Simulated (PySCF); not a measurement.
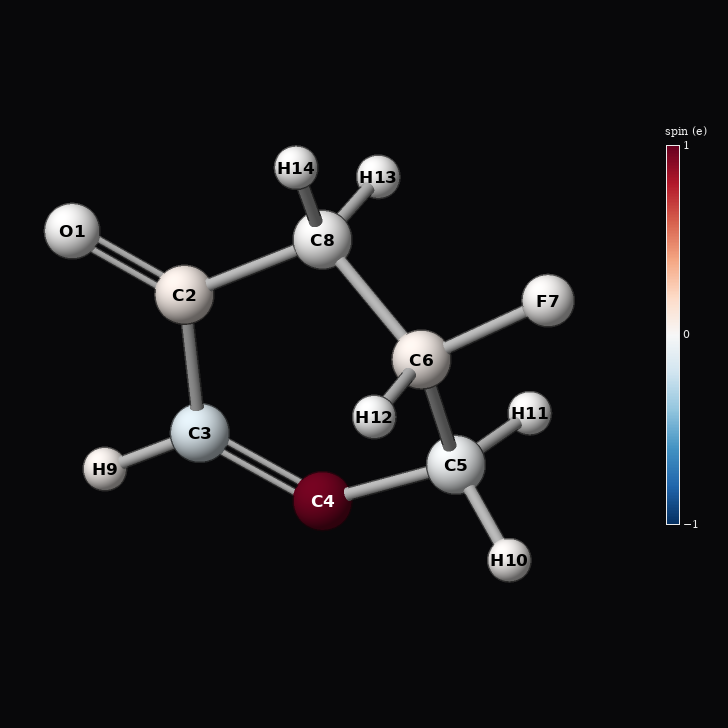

Atoms are coloured by their Mulliken spin populations. Charge 0, doublet. The computed structure is the end point of a GFN2-xTB optimisation. No frequency run is at hand to confirm it as a minimum. Properties computed with UKS B3LYP, pcH-1 on C F H O, non-relativistic (PySCF 2.14.0).

Give the Mulliken spin populations atom by atom.

```tsv
atom	value (e)
O1	0.01
C2	0.06
C3	−0.12
C4	0.96
C5	−0.03
C6	0.05
F7	0.01
C8	0.00
H9	0.04
H10	0.02
H11	0.00
H12	0.00
H13	0.00
H14	0.00
```

Mulliken values depend strongly on the basis set.
